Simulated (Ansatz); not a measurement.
The calculation's input:

```
crystal:
  periodic: [false, false, false]
  atoms:
    - {symbol: Sc, position_ang: [1.267107, 0.424179, 0.805460]}
    - {symbol: Sc, position_ang: [-1.267134, -0.424123, -0.805439]}
    - {symbol: N, position_ang: [0.453404, 0.494061, -0.973435]}
    - {symbol: N, position_ang: [-0.453367, -0.494117, 0.973415]}
basis:
  gaussian: {orbitals: def2-TZVP, initial_orbitals: start.molden}
magnetization: {spin_polarized: true, initial_magnetization: 4}
hamiltonian: {xc: pbe0, dispersion: d4}
scf: {omitted_lower_state_checks: [starts]}
output: {orbitals: {seedname: orbitals}}
```

Launched as:

```sh
ansatz run in.yaml --threads 4 --pin off --events-out ev --progress --plain --max-ram 3916MiB
```

Geometry: r2SCAN-D4/def2-SVP; ⟨S²⟩ = 6.06, above the pure value of 6.00.

Theory: UKS PBE0-D4/def2-TZVP (Ansatz 0.2.0).

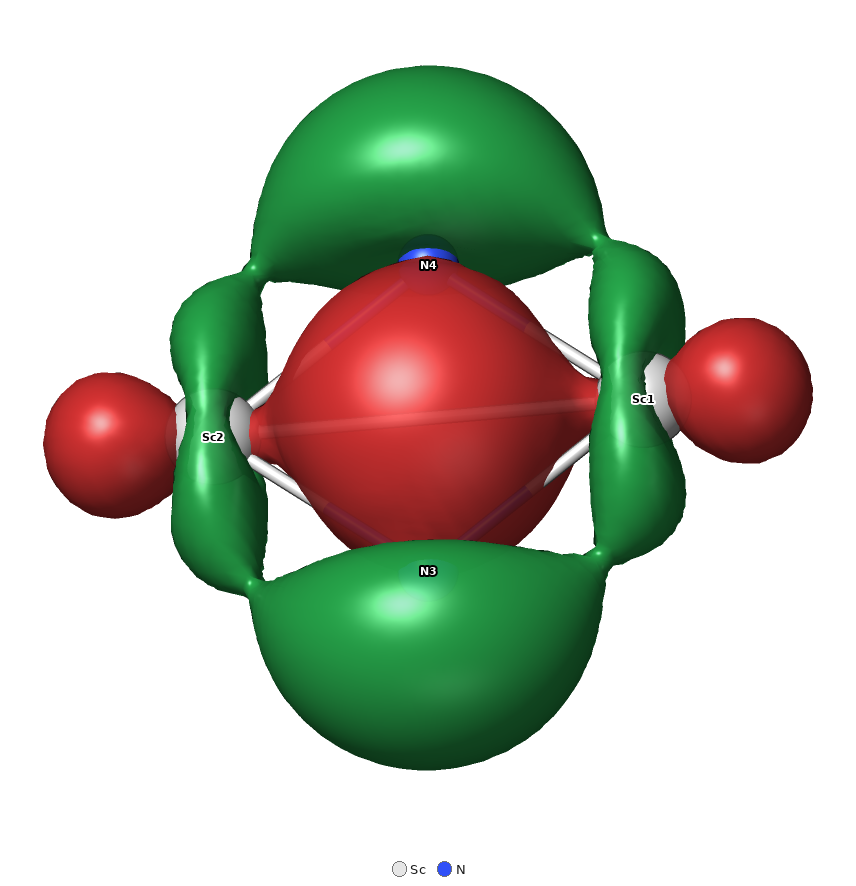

N2Sc2 (quintet). The HOMO−1 (β) at ±0.1 Å⁻³ᐟ² (green and red are the two phases), seen at a tilt.

> What is the character of this orbital?

By Hirshfeld shares it lies mainly on N3 (about 35 %), N4 (about 35 %), Sc1 (about 15 %) and Sc2 (about 15 %); it is symmetric in the molecular plane (an in-plane orbital: σ, lone-pair or in-plane π type); it is gerade (even under inversion). Its energy is −7.26 eV.
